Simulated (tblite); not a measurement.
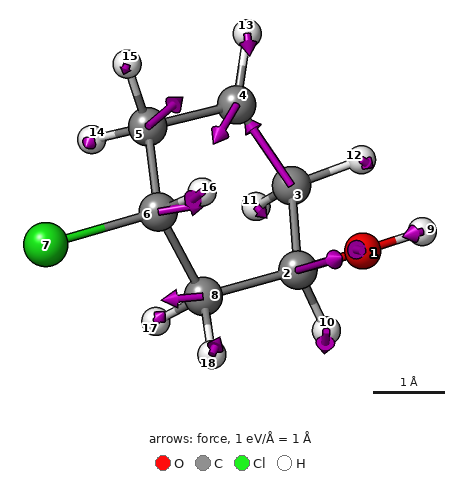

Starting geometry of C₆H₁₀ClO (multiplicity 2) with the computed forces as purple arrows. A ball-and-stick model, seen at a tilt.

These are results of tblite, GFN2-xTB geometry optimisation, gas phase, not measurements. 

Q: What follows when this structure is relaxed?

A: It isn't relaxed: the largest force vector, on C2, is 1.26 eV/Å. The final displacements have little in common with the starting forces (cosine between the two patterns 0.15). Over 72 geometry steps the energy falls by 14.9 kJ/mol. The atom that moves furthest after the best rigid fit is H13 (0.84 Å). By element the largest moves are H 0.84 Å, C 0.13 Å, O 0.09 Å, Cl 0.08 Å. Some distances before and after: C2–C3 1.519 → 1.555 Å, O1–C2 1.442 → 1.408 Å, C4–C5 1.509 → 1.479 Å, C3–C4 1.502 → 1.477 Å. Among the angles between lasting bonds that change: C4–C5–C6 112.7° → 108.1°, C4–C5–H14 107.0° → 110.9°, C4–C3–H12 107.9° → 111.5°. Cost: 0.46 s on 1 thread of Arm Neoverse V2 (shared host).
